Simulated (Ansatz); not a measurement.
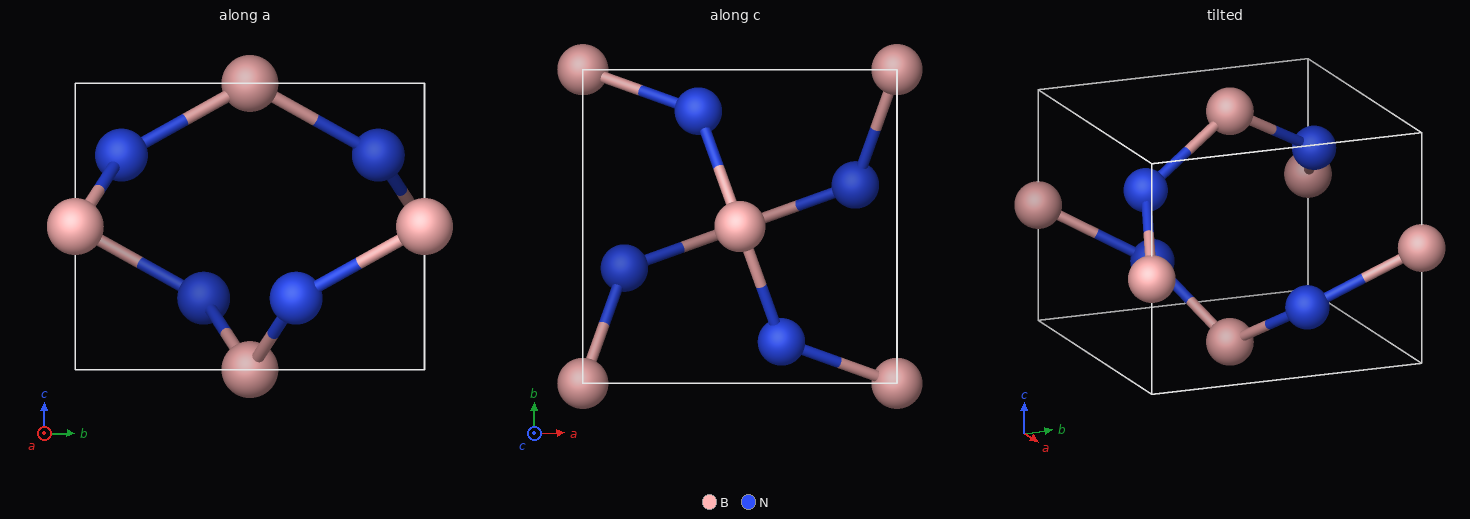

The crystal in a ball-and-stick representation, seen along the a axis, along the c axis and slightly off an axis. The edges of the unit cell are marked.

The cell is given by a = 3.613 Å, b = 3.609 Å, c = 2.957 Å, α = 90.00°, β = 90.00°, γ = 89.99°.

**What is the chemical formula?**

BN2. The cell holds 2 B, 4 N, counting shared atoms by their share.

**Does the bonding give isolated units, chains, sheets or a framework?**

The bonds build a three-dimensional framework.

Provenance: a textbook structure type filled with these elements (whether it is the usual form wasn't checked). This is the structure after a relaxation with DFT PBE, scalar-relativistic, plane waves, PAW (Ansatz 0.2.0).
